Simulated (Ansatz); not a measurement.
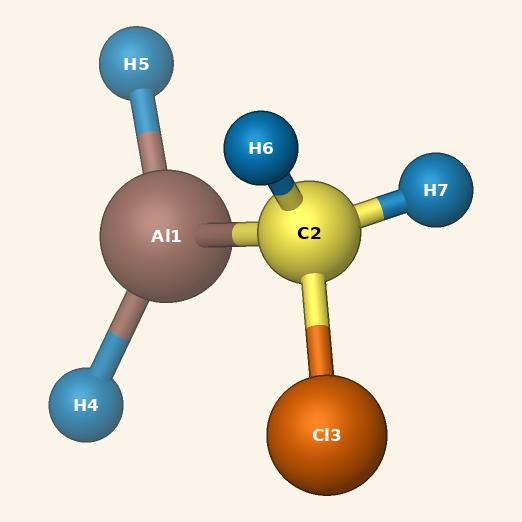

(Drawn from a calculation with Ansatz.)

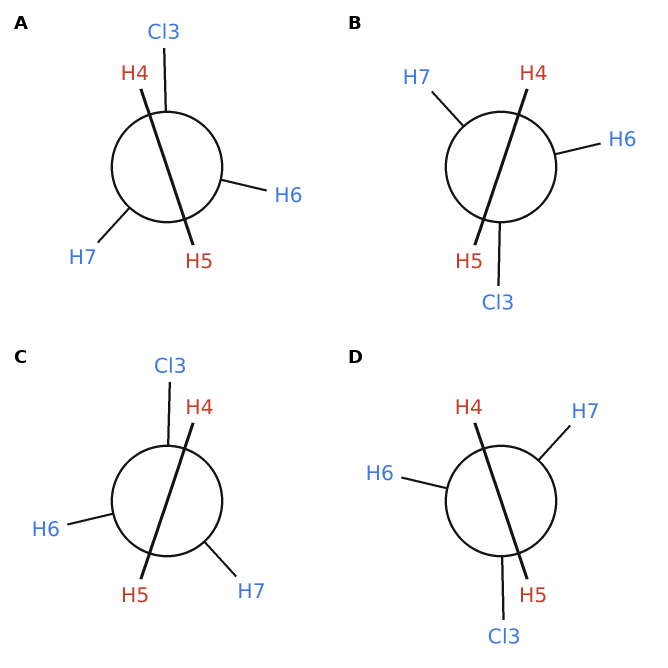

Depth is shown by fading: the farther an atom, the more it takes the colour of the background. Bonds that would overlap in a projection are set slightly apart. State: charge +1, doublet. Geometry: the geometry of the neutral molecule.

> Which Newman projection shows the view along Al1–C2, with Al1 in front?

C. The torsion angle H4–Al1–C2–Cl3 is −1°, synperiplanar (eclipsed).
